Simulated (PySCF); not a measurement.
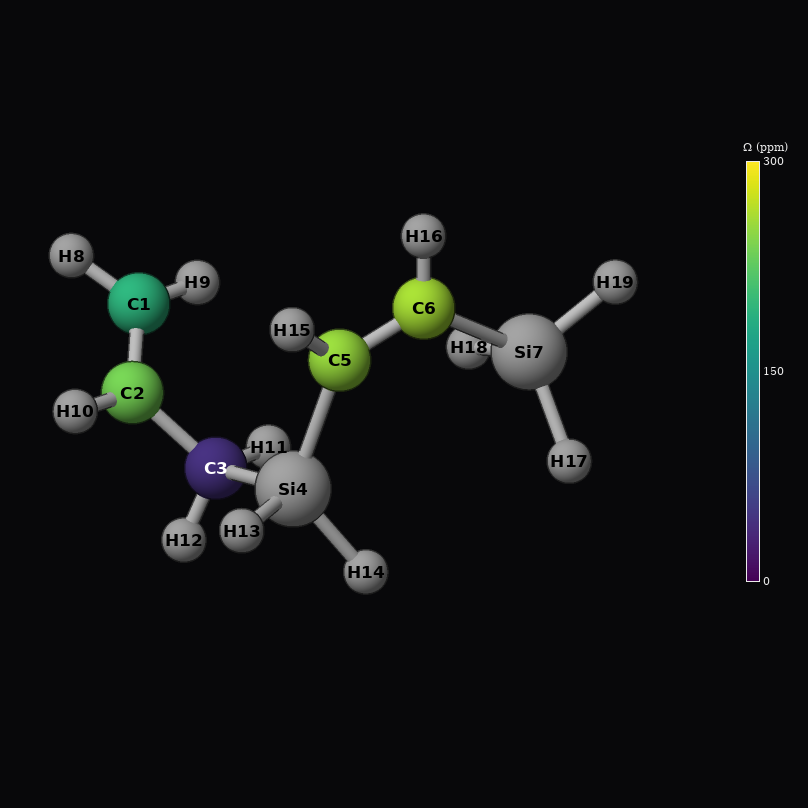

The C atoms are coloured by the span of their shielding tensor. Geometry: a frame of a GFN2-xTB molecular-dynamics simulation, not a minimum. Level of theory: GIAO PBE0/pcSseg-1 NMR shielding, non-relativistic, gas phase (PySCF 2.14.0). Principal shieldings σ11 ≤ σ22 ≤ σ33, span Ω = σ33 − σ11, skew κ = 3(σiso − σ22)/Ω.

Give the shielding tensors of the C atoms.

```json
{"atom": "C1", "σ11": "−38.1", "σ22": "91.7", "σ33": "156.3", "σiso": "70.0", "Ω": "194.4", "κ": "−0.34"}
{"atom": "C2", "σ11": "−81.0", "σ22": "53.1", "σ33": "156.5", "σiso": "42.9", "Ω": "237.5", "κ": "−0.13"}
{"atom": "C3", "σ11": "143.8", "σ22": "146.3", "σ33": "186.1", "σiso": "158.7", "Ω": "42.2", "κ": "0.88"}
{"atom": "C5", "σ11": "−90.7", "σ22": "20.9", "σ33": "162.6", "σiso": "30.9", "Ω": "253.3", "κ": "0.12"}
{"atom": "C6", "σ11": "−85.0", "σ22": "16.3", "σ33": "174.7", "σiso": "35.3", "Ω": "259.7", "κ": "0.22"}
```

Shieldings and span in ppm.
